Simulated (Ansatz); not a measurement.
Run report: CH5AlOS, geometry relaxation

The run: geometry relaxation of CH5AlOS, SMILES [OH][AlH][CH2]S. Method and program: RKS PBE-D4/def2-SVP (Ansatz 0.2.0).

The input holds or restrains some coordinates. Figures and captions count atoms from 1; the log counts them from 0 in places.

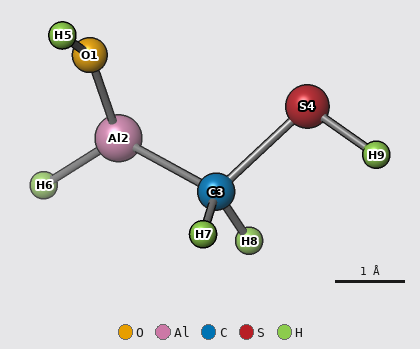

**Figure 1.** The starting structure (ball-and-stick view, seen at a tilt; atoms are numbered from 1 in the order of the input). Sticks mark near contacts. Bond lengths as drawn: Al–C 1.98 Å, Al–H 1.59 Å, Al–O 1.72 Å, C–H 1.11 to 1.12 Å, C–S 1.83 Å, H–O 0.97 Å and H–S 1.37 Å.

## Input file
```yaml
crystal:
  periodic: [false, false, false]
  atoms:
    - { symbol: O, position_ang: [-0.576151, 1.846546, -0.439425] }
    - { symbol: Al, position_ang: [-0.733341, 0.73658, 0.863855] }
    - { symbol: C, position_ang: [0.539207, -0.576217, 0.100628] }
    - { symbol: S, position_ang: [-0.375076, -1.301759, -1.304357] }
    - { symbol: H, position_ang: [-0.076146, 2.510163, -0.943461] }
    - { symbol: H, position_ang: [-0.959067, 1.229771, 2.360476] }
    - { symbol: H, position_ang: [1.645556, -0.433871, 0.083526] }
    - { symbol: H, position_ang: [0.411215, -1.446356, 0.780692] }
    - { symbol: H, position_ang: [0.463694, -2.333572, -1.620145] }
basis:
  gaussian: { orbitals: def2-SVP }
hamiltonian:
  xc: pbe
  dispersion: d4
output:
  forces: true
relax:
  f_tol: 0.015
  max_steps: 60
  escape_saddle: false
  constraints: [{ sites: [0, 1, 2, 3] }, { sites: [4, 0, 1, 2] }]
```

Machine: 1 thread of Intel Xeon (Granite Rapids), 192 GiB of memory available, shared host.

Launch command:
```bash
ansatz run input.yaml --threads 1 --pin off --max-ram 2560MiB --backend cpu --events-out ev --progress --plain --runs-dir out
```

## What the program printed
```
The last accepted step is kept in [file] (removed where the run ends without a failure and the disk answers)
Engine: ansatz 0.2.0, x86_64-unknown-linux-gnu
Functional definition: PBE
  parameter kappa = 0.804
  parameter beta = 0.06672455060314922
  exchange = pbe_x(kappa = kappa, mu = beta*pi^2/3)
  correlation = pbe_c(beta = beta)
989 factors; their error is unknown
mean field evaluation 1: about -20564.8397 eV, gradient 7.8e1 eV
mean field evaluation 2: about -20452.3782 eV, gradient 2.0e2 eV
mean field evaluation 4: about -20576.2843 eV, gradient 2.5e1 eV
mean field evaluation 8: about -20577.6862 eV, gradient 8.8e-2 eV
mean field evaluation 16: about -20577.6385 eV, gradient 3.5e-5 eV
mean field -20577.63853719 eV, -756.2142682172 hartree, gradient 3.5e-5 eV, S^2 0.000000; 0 other end points of the search recorded, 0 dependent functions left out
the calculation of the forces begins
reference -20577.63857554 eV, -756.2142696268 hartree; 24, 24 occupied and 65, 65 virtual orbitals, 989 factors
relax step   1: F+E_penalty+E_count = -20577.82031121 eV  Δ(F+E_penalty+E_count) = +0.000e0 eV  max|allowed force component| = 6.140e-1 eV/Å  Δτ_max = 0.0000 Å  (27 SCF iters, accepted)
these checks for a lower state are left out or cut short: starts, cluster_reference, orbital_swaps, neighbouring_geometries, increment
989 factors; their error is unknown
mean field -20577.93801752 eV, -756.2252739164 hartree, gradient 7.8e-6 eV, S^2 0.000000; 0 other end points of the search recorded, 0 dependent functions left out
[... from here on the field's lines of each further geometry are left out, up to the last ...]
relax step   2: F+E_penalty+E_count = -20578.11977966 eV  Δ(F+E_penalty+E_count) = -2.995e-1 eV  max|allowed force component| = 7.139e-1 eV/Å  Δτ_max = 0.1978 Å  (30 SCF iters, accepted)
relax step   3: F+E_penalty+E_count = -20578.31465312 eV  Δ(F+E_penalty+E_count) = -1.949e-1 eV  max|allowed force component| = 5.770e-1 eV/Å  Δτ_max = 0.1935 Å  (30 SCF iters, accepted)
relax step   4: F+E_penalty+E_count = -20578.41988112 eV  Δ(F+E_penalty+E_count) = -1.052e-1 eV  max|allowed force component| = 3.232e-1 eV/Å  Δτ_max = 0.1947 Å  (28 SCF iters, accepted)
relax step   5: F+E_penalty+E_count = -20578.47305284 eV  Δ(F+E_penalty+E_count) = -5.317e-2 eV  max|allowed force component| = 1.061e-1 eV/Å  Δτ_max = 0.2000 Å  (28 SCF iters, accepted)
relax step   6: F+E_penalty+E_count = -20578.49346542 eV  Δ(F+E_penalty+E_count) = -2.041e-2 eV  max|allowed force component| = 6.709e-2 eV/Å  Δτ_max = 0.1979 Å  (27 SCF iters, accepted)
relax step   7: F+E_penalty+E_count = -20578.48086146 eV  Δ(F+E_penalty+E_count) = +1.260e-2 eV  max|allowed force component| = 7.689e-1 eV/Å  Δτ_max = 0.1826 Å  (29 SCF iters, rejected (line search))
relax step   8: F+E_penalty+E_count = -20578.49637801 eV  Δ(F+E_penalty+E_count) = -2.913e-3 eV  max|allowed force component| = 2.046e-2 eV/Å  Δτ_max = 0.0883 Å  (28 SCF iters, accepted)
relax step   9: F+E_penalty+E_count = -20578.49785774 eV  Δ(F+E_penalty+E_count) = -1.480e-3 eV  max|allowed force component| = 9.859e-2 eV/Å  Δτ_max = 0.0975 Å  (27 SCF iters, accepted)
relax step  10: F+E_penalty+E_count = -20578.49845922 eV  Δ(F+E_penalty+E_count) = -6.015e-4 eV  max|allowed force component| = 2.632e-1 eV/Å  Δτ_max = 0.1314 Å  (28 SCF iters, accepted)
relax step  11: F+E_penalty+E_count = -20578.50039018 eV  Δ(F+E_penalty+E_count) = -1.931e-3 eV  max|allowed force component| = 1.227e-1 eV/Å  Δτ_max = 0.0341 Å  (28 SCF iters, accepted)
relax step  12: F+E_penalty+E_count = -20578.50428493 eV  Δ(F+E_penalty+E_count) = -3.895e-3 eV  max|allowed force component| = 3.076e-2 eV/Å  Δτ_max = 0.2000 Å  (29 SCF iters, accepted)
relax step  13: F+E_penalty+E_count = -20578.50748781 eV  Δ(F+E_penalty+E_count) = -3.203e-3 eV  max|allowed force component| = 2.484e-1 eV/Å  Δτ_max = 0.1951 Å  (29 SCF iters, accepted)
relax step  14: F+E_penalty+E_count = -20578.50992594 eV  Δ(F+E_penalty+E_count) = -2.438e-3 eV  max|allowed force component| = 3.105e-1 eV/Å  Δτ_max = 0.0849 Å  (28 SCF iters, accepted)
relax step  15: F+E_penalty+E_count = -20578.52179762 eV  Δ(F+E_penalty+E_count) = -1.187e-2 eV  max|allowed force component| = 1.254e-1 eV/Å  Δτ_max = 0.2000 Å  (28 SCF iters, accepted)
relax step  16: F+E_penalty+E_count = -20578.53021797 eV  Δ(F+E_penalty+E_count) = -8.420e-3 eV  max|allowed force component| = 9.331e-2 eV/Å  Δτ_max = 0.2000 Å  (28 SCF iters, accepted)
relax step  17: F+E_penalty+E_count = -20578.53197560 eV  Δ(F+E_penalty+E_count) = -1.758e-3 eV  max|allowed force component| = 3.771e-1 eV/Å  Δτ_max = 0.1950 Å  (30 SCF iters, accepted)
relax step  18: F+E_penalty+E_count = -20578.53706659 eV  Δ(F+E_penalty+E_count) = -5.091e-3 eV  max|allowed force component| = 9.714e-2 eV/Å  Δτ_max = 0.0409 Å  (29 SCF iters, accepted)
relax step  19: F+E_penalty+E_count = -20578.53679754 eV  Δ(F+E_penalty+E_count) = +2.691e-4 eV  max|allowed force component| = 5.624e-2 eV/Å  Δτ_max = 0.0401 Å  (29 SCF iters, rejected (line search))
relax step  20: F+E_penalty+E_count = -20578.53797825 eV  Δ(F+E_penalty+E_count) = -9.117e-4 eV  max|allowed force component| = 9.373e-3 eV/Å  Δτ_max = 0.0195 Å  (29 SCF iters, accepted)
relax step  21: F+E_penalty+E_count = -20578.53852306 eV  Δ(F+E_penalty+E_count) = -5.448e-4 eV  max|allowed force component| = 2.088e-2 eV/Å  Δτ_max = 0.0587 Å  (28 SCF iters, accepted)
relax step  22: F+E_penalty+E_count = -20578.53812450 eV  Δ(F+E_penalty+E_count) = +3.986e-4 eV  max|allowed force component| = 7.191e-2 eV/Å  Δτ_max = 0.0269 Å  (29 SCF iters, rejected (line search))
the calculation of the forces begins
reference -20578.35439397 eV, -756.2405754687 hartree; 24, 24 occupied and 65, 65 virtual orbitals, 989 factors
relax step  23: F+E_penalty+E_count = -20578.53858656 eV  Δ(F+E_penalty+E_count) = -6.350e-5 eV  max|allowed force component| = 2.709e-3 eV/Å  Δτ_max = 0.0129 Å  (23 SCF iters, accepted)
```

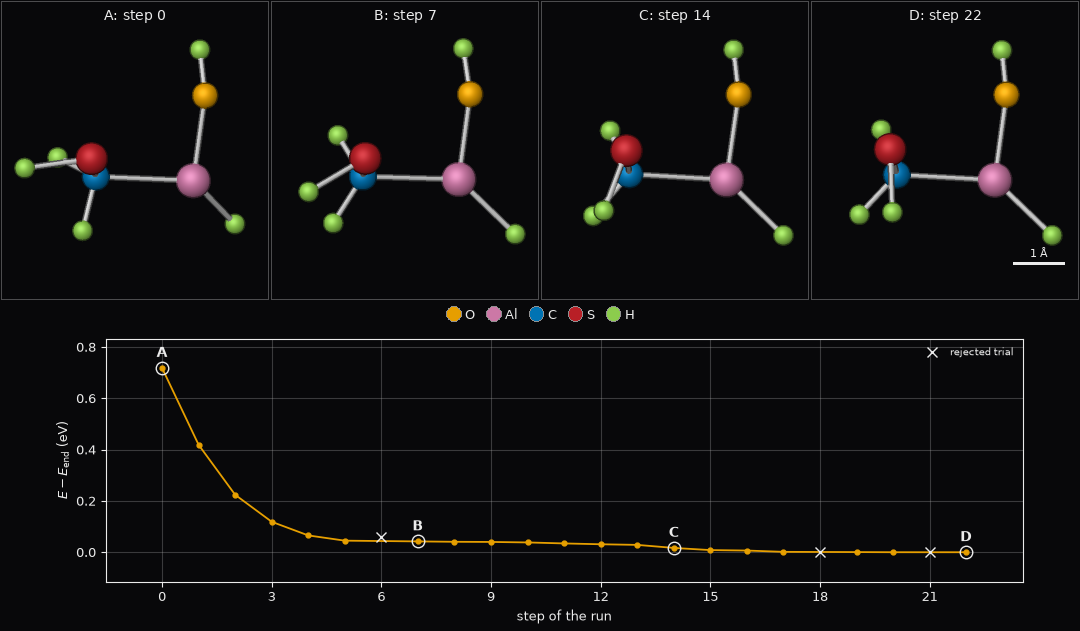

**Figure 2.** Frames of the restrained relaxation (ball-and-stick view, seen at an oblique angle) above the curves, on which the letters mark them (the first geometry is step 0 here and step 1 in the log).

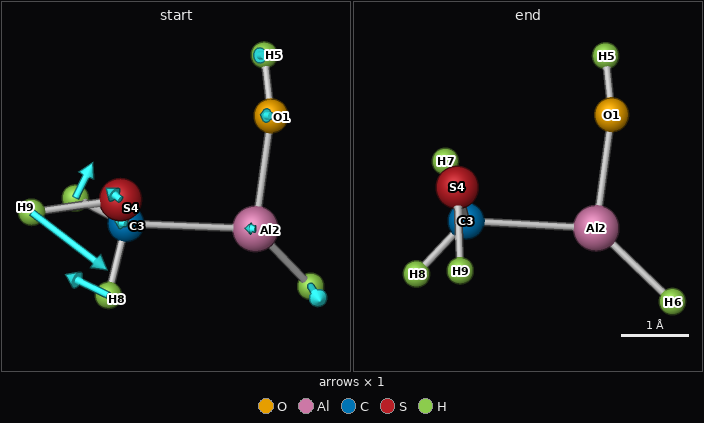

**Figure 3.** Before (left) and after (right) the restrained relaxation, at one scale (ball-and-stick view, seen at an oblique angle). The teal arrows give the displacements, at true length. H9 moves most after the best rigid fit: 1.46 Å. By element the largest moves are H 1.46 Å, S 0.33 Å, O 0.25 Å, C 0.22 Å, Al 0.18 Å. Distances before and after: C3–H7 1.116 → 1.108 Å. Among the angles that change: Al2–C3–H8 102.1° → 126.3°, Al2–C3–H7 123.9° → 103.8°, S4–C3–H7 122.4° → 104.6°. The energy falls by 0.718 eV in 22 geometry steps. Largest force component: 0.61 eV/Å at the start, 0.0027 eV/Å at the end. The line search rejected the trial steps at points 6, 18, 21 (counted from 0) and went back. (Atoms are counted from 1 in the order of the input.)

```
989 factors; their error is unknown
mean field -20578.35435596 eV, -756.2405740719 hartree, gradient 5.4e-6 eV, S^2 0.000000; 1 other end points of the search recorded, 0 dependent functions left out
the calculation of the forces begins
reference -20578.35439397 eV, -756.2405754687 hartree; 24, 24 occupied and 65, 65 virtual orbitals, 989 factors
Total energy: -20578.53862457 eV, -756.2473458185 hartree
Atom 0 at    -0.576151     1.846546    -0.439425 Å, force    -0.255490     0.953213     0.327703 eV/Å
Atom 1 at    -0.733341     0.736580     0.863855 Å, force     0.548729     0.121610    -1.427185 eV/Å
Atom 2 at     0.539207    -0.576217     0.100628 Å, force     0.464025    -0.493735     1.011118 eV/Å
Atom 3 at    -0.375076    -1.301759    -1.304357 Å, force    -0.375318    -0.215515    -0.280711 eV/Å
Atom 4 at    -0.076146     2.510163    -0.943461 Å, force    -0.380231    -0.368470     0.368768 eV/Å
Atom 5 at    -1.824679     0.796714     2.017221 Å, force    -0.000072     0.000018     0.000082 eV/Å
Atom 6 at     1.319308     0.054749    -0.369417 Å, force    -0.000310     0.000178     0.000728 eV/Å
Atom 7 at     1.065977    -1.379202     0.656489 Å, force    -0.000425    -0.000010    -0.000015 eV/Å
Atom 8 at    -1.010156    -2.284169    -0.602407 Å, force    -0.000908     0.002709    -0.000487 eV/Å
Dipole moment:     0.240429     0.078793     0.263688 e Å
```

## Trajectory as extended XYZ (Å, eV, eV/Å), 11 of the 23 frames kept, from step=1 to step=23
```
9
Properties=species:S:1:pos:R:3:forces:R:3 step=1 energy=-20577.82031
O    -0.5762    1.8465   -0.4394   -0.4638   0.7039   0.2786
Al   -0.7333    0.7366    0.8639    1.9657   1.2643  -1.2939
C     0.5392   -0.5762    0.1006   -0.8968  -2.2540   1.6406
S    -0.3751   -1.3018   -1.3044    0.2846   0.5210  -0.9497
H    -0.0761    2.5102   -0.9435   -0.5173  -0.3293   0.2573
H    -0.9591    1.2298    2.3605   -0.5071  -0.2893   0.0416
H     1.6456   -0.4339    0.0835   -0.2954   0.5521  -0.6140
H     0.4112   -1.4464    0.7807    0.5071  -0.0075   0.5436
H     0.4637   -2.3336   -1.6201   -0.0769  -0.1612   0.0959
9
Properties=species:S:1:pos:R:3:forces:R:3 step=3 energy=-20578.31465
O    -0.5762    1.8465   -0.4394   -0.4229   0.7329   0.3487
Al   -0.7333    0.7366    0.8639    1.3878   0.8830  -1.0722
C     0.5392   -0.5762    0.1006    0.1122  -1.5639   1.2834
S    -0.3751   -1.3018   -1.3044    0.1141   0.1229  -0.3490
H    -0.0761    2.5102   -0.9435   -0.4689  -0.3450   0.2858
H    -1.2606    1.0739    2.3402   -0.2476  -0.1925  -0.2320
H     1.5591   -0.1673   -0.1434   -0.5770   0.0423  -0.0614
H     0.6857   -1.4190    0.8366    0.1641   0.3258  -0.2670
H     0.4104   -2.3951   -1.5598   -0.0618  -0.0056   0.0639
9
Properties=species:S:1:pos:R:3:forces:R:3 step=5 energy=-20578.47305
O    -0.5762    1.8465   -0.4394   -0.3659   0.7911   0.3728
Al   -0.7333    0.7366    0.8639    0.8960   0.4488  -1.2359
C     0.5392   -0.5762    0.1006    0.1161  -0.8374   0.9708
S    -0.3751   -1.3018   -1.3044   -0.0229  -0.0533  -0.2529
H    -0.0761    2.5102   -0.9435   -0.4199  -0.3668   0.2993
H    -1.5876    0.9135    2.1931   -0.0847  -0.0407  -0.0775
H     1.4624   -0.0465   -0.2230   -0.1061  -0.0232  -0.0152
H     0.8265   -1.4002    0.7926    0.0466   0.0620  -0.0682
H     0.3568   -2.4474   -1.4655   -0.0592   0.0194   0.0068
9
Properties=species:S:1:pos:R:3:forces:R:3 step=8 energy=-20578.49638
O    -0.5762    1.8465   -0.4394   -0.3274   0.8320   0.3273
Al   -0.7333    0.7366    0.8639    0.6239   0.2306  -1.3382
C     0.5392   -0.5762    0.1006    0.3175  -0.6415   0.9969
S    -0.3751   -1.3018   -1.3044   -0.2246  -0.0536  -0.2931
H    -0.0761    2.5102   -0.9435   -0.3873  -0.3772   0.3123
H    -1.7666    0.8268    2.0678    0.0118   0.0007  -0.0102
H     1.4415   -0.0368   -0.2534    0.0022  -0.0029  -0.0026
H     0.8722   -1.3989    0.7676    0.0043  -0.0040  -0.0076
H     0.1663   -2.5561   -1.2818   -0.0205   0.0160   0.0151
9
Properties=species:S:1:pos:R:3:forces:R:3 step=10 energy=-20578.49846
O    -0.5762    1.8465   -0.4394   -0.3158   0.8434   0.2881
Al   -0.7333    0.7366    0.8639    0.5750   0.1736  -1.3431
C     0.5392   -0.5762    0.1006    0.4084  -0.5914   1.0895
S    -0.3751   -1.3018   -1.3044   -0.2402  -0.3117  -0.2999
H    -0.0761    2.5102   -0.9435   -0.3811  -0.3769   0.3241
H    -1.7934    0.8143    2.0478    0.0335   0.0003  -0.0211
H     1.4394   -0.0409   -0.2644    0.0006  -0.0072   0.0021
H     0.8842   -1.4027    0.7563    0.0083   0.0066  -0.0117
H     0.0014   -2.6146   -1.1345   -0.0887   0.2632  -0.0279
9
Properties=species:S:1:pos:R:3:forces:R:3 step=12 energy=-20578.50428
O    -0.5762    1.8465   -0.4394   -0.3100   0.8519   0.2644
Al   -0.7333    0.7366    0.8639    0.6165   0.1321  -1.3689
C     0.5392   -0.5762    0.1006    0.4952  -0.5335   1.1534
S    -0.3751   -1.3018   -1.3044   -0.3783  -0.1029  -0.3741
H    -0.0761    2.5102   -0.9435   -0.3803  -0.3756   0.3377
H    -1.7888    0.8108    2.0489   -0.0008   0.0033  -0.0068
H     1.4329   -0.0415   -0.2806   -0.0168   0.0154   0.0042
H     0.9088   -1.4060    0.7373    0.0052   0.0013   0.0002
H    -0.1824   -2.6147   -0.9900   -0.0308   0.0081  -0.0100
9
Properties=species:S:1:pos:R:3:forces:R:3 step=14 energy=-20578.50993
O    -0.5762    1.8465   -0.4394   -0.2900   0.8748   0.2517
Al   -0.7333    0.7366    0.8639    0.6171   0.1100  -1.4008
C     0.5392   -0.5762    0.1006    0.5186  -0.5243   1.2341
S    -0.3751   -1.3018   -1.3044   -0.4277  -0.4117  -0.3105
H    -0.0761    2.5102   -0.9435   -0.3804  -0.3731   0.3517
H    -1.7926    0.8109    2.0434   -0.0223   0.0004   0.0073
H     1.4157   -0.0264   -0.2978   -0.0266   0.0076  -0.0176
H     0.9410   -1.4043    0.7201    0.0210   0.0058  -0.0241
H    -0.4198   -2.5978   -0.8433   -0.0098   0.3105  -0.0919
9
Properties=species:S:1:pos:R:3:forces:R:3 step=16 energy=-20578.53022
O    -0.5762    1.8465   -0.4394   -0.2624   0.9161   0.2764
Al   -0.7333    0.7366    0.8639    0.5663   0.1117  -1.4001
C     0.5392   -0.5762    0.1006    0.5551  -0.4186   1.0643
S    -0.3751   -1.3018   -1.3044   -0.4384  -0.3196  -0.2801
H    -0.0761    2.5102   -0.9435   -0.3799  -0.3712   0.3653
H    -1.8116    0.8135    2.0280   -0.0058  -0.0104  -0.0002
H     1.3501    0.0238   -0.3595   -0.0156   0.0258   0.0530
H     1.0345   -1.3833    0.6783   -0.0039  -0.0271  -0.0323
H    -0.7528   -2.4553   -0.6751   -0.0154   0.0933  -0.0464
9
Properties=species:S:1:pos:R:3:forces:R:3 step=19 energy=-20578.53680 accepted=F
O    -0.5762    1.8465   -0.4394   -0.2548   0.9466   0.3151
Al   -0.7333    0.7366    0.8639    0.5519   0.1288  -1.4253
C     0.5392   -0.5762    0.1006    0.4187  -0.5441   1.0618
S    -0.3751   -1.3018   -1.3044   -0.3934  -0.2062  -0.3700
H    -0.0761    2.5102   -0.9435   -0.3812  -0.3686   0.3682
H    -1.8204    0.8020    2.0210   -0.0008  -0.0050  -0.0018
H     1.3263    0.0440   -0.3716    0.0077   0.0009   0.0185
H     1.0521   -1.3817    0.6660    0.0232   0.0068  -0.0227
H    -0.9686   -2.3339   -0.6375    0.0289   0.0407   0.0562
9
Properties=species:S:1:pos:R:3:forces:R:3 step=21 energy=-20578.53852
O    -0.5762    1.8465   -0.4394   -0.2556   0.9516   0.3254
Al   -0.7333    0.7366    0.8639    0.5491   0.1216  -1.4249
C     0.5392   -0.5762    0.1006    0.4619  -0.5007   1.0164
S    -0.3751   -1.3018   -1.3044   -0.3888  -0.2321  -0.2768
H    -0.0761    2.5102   -0.9435   -0.3803  -0.3685   0.3688
H    -1.8238    0.7976    2.0182    0.0007  -0.0007  -0.0016
H     1.3202    0.0529   -0.3700    0.0038   0.0049   0.0036
H     1.0645   -1.3797    0.6573    0.0001   0.0029  -0.0030
H    -1.0014   -2.2931   -0.6055    0.0091   0.0209  -0.0080
9
Properties=species:S:1:pos:R:3:forces:R:3 step=23 energy=-20578.53859
O    -0.5762    1.8465   -0.4394   -0.2555   0.9532   0.3277
Al   -0.7333    0.7366    0.8639    0.5487   0.1216  -1.4272
C     0.5392   -0.5762    0.1006    0.4640  -0.4937   1.0111
S    -0.3751   -1.3018   -1.3044   -0.3753  -0.2155  -0.2807
H    -0.0761    2.5102   -0.9435   -0.3802  -0.3685   0.3688
H    -1.8247    0.7967    2.0172   -0.0001   0.0000   0.0001
H     1.3193    0.0547   -0.3694   -0.0003   0.0002   0.0007
H     1.0660   -1.3792    0.6565   -0.0004   0.0000   0.0000
H    -1.0102   -2.2842   -0.6024   -0.0009   0.0027  -0.0005
```

## Key numbers

| quantity | value |
| --- | --- |
| outcome | converged under the restraints of the input |
| total energy | −20578.5386 eV |
| mean-field energy | −20578.3544 eV |
| largest force (length of the vector) at the end, held atoms and coordinates included | 1.534 eV/Å |
| wall time | 36 s |
| peak memory | 0.16 GiB |
